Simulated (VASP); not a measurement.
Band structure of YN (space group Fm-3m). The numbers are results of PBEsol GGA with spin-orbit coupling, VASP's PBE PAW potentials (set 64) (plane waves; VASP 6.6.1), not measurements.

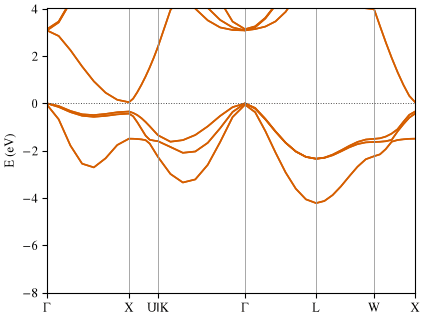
Figure: Bands along high-symmetry lines, zero at the valence-band maximum or, without a gap, the Fermi level

Read the plot: is there a gap, and where are the band edges?

The gap is indirect, 0.05 eV, from the valence maximum at Γ to the conduction minimum at X.

The structure comes from a measured YN entry (Fm-3m) of the Crystallography Open Database, whose conditions weren't checked. It was relaxed first.
